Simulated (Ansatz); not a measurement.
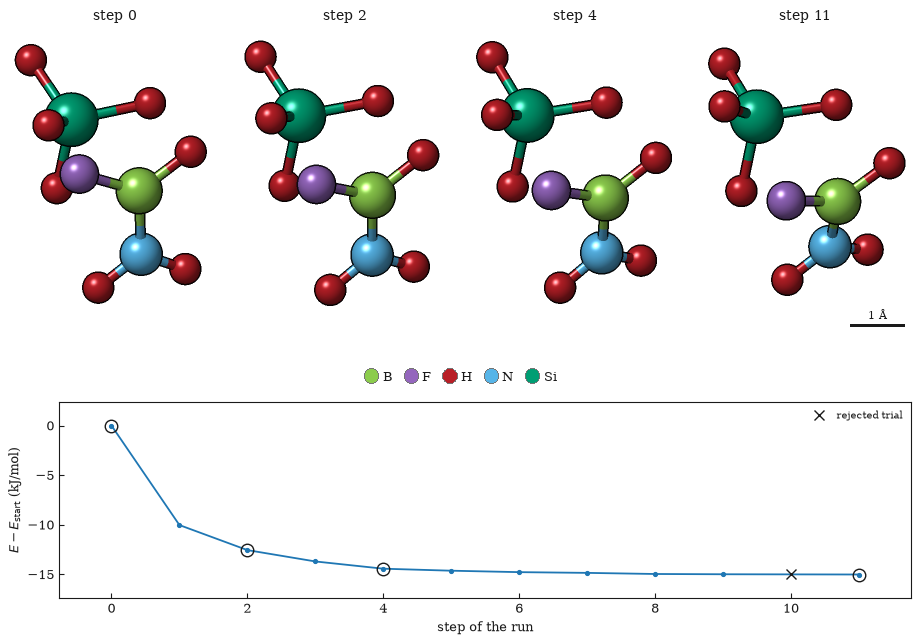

Frames of a relaxation of BSiNH$_{7}$F, marked on the history of the run. Style: ball-and-stick. Shown from a free direction.

The run prepares an end point of a later path (reaction) calculation, from a guessed geometry.

Theory: RKS PBE0-D4/6-31G* in Ansatz. Set-up: no spin polarisation; force threshold 0.03 eV/Å; at most 50 steps.

> Describe the path.

The energy falls by 15.0 kJ/mol in 10 accepted moves (11 points after the start). The largest force component goes from 0.52 to 0.016 eV/Å. The line search rejected the trial step at point 10 of the run. The forces were under the threshold at step 8, but the run went on from there. The atom that moves furthest after the best rigid fit is the F atom (0.84 Å). Largest moves by element: F 0.84 Å, H 0.52 Å, B 0.42 Å, Si 0.25 Å, N 0.14 Å. Among the contacts that change: H–Si 1.471 → 1.486 Å, H–Si 1.496 → 1.490 Å, B–F 1.332 → 1.337 Å. Cost: 45 s on 1 thread of Arm Neoverse V1, with other jobs on the host, peak memory 0.15 GiB. From step 0 to 2: the F atom moves most (0.39 Å), energy −12.6 kJ/mol. From step 2 to 4: the F atom moves most (0.20 Å), energy −1.87 kJ/mol. From step 4 to 11: the F atom moves most (0.26 Å), energy −0.59 kJ/mol.

| step | E − E(0), kJ/mol | largest force component, eV/Å | note |
| --- | --- | --- | --- |
| 0 | 0.00 | 0.5245 |  |
| 1 | -10.03 | 0.1435 |  |
| 2 | -12.56 | 0.4041 |  |
| 3 | -13.70 | 0.3279 |  |
| 4 | -14.43 | 0.0659 |  |
| 5 | -14.63 | 0.0752 |  |
| 6 | -14.78 | 0.1422 |  |
| 7 | -14.85 | 0.1668 |  |
| 8 | -14.97 | 0.0268 |  |
| 9 | -14.99 | 0.0504 |  |
| 10 | -14.94 | 0.1097 | rejected |
| 11 | -15.02 | 0.0158 |  |
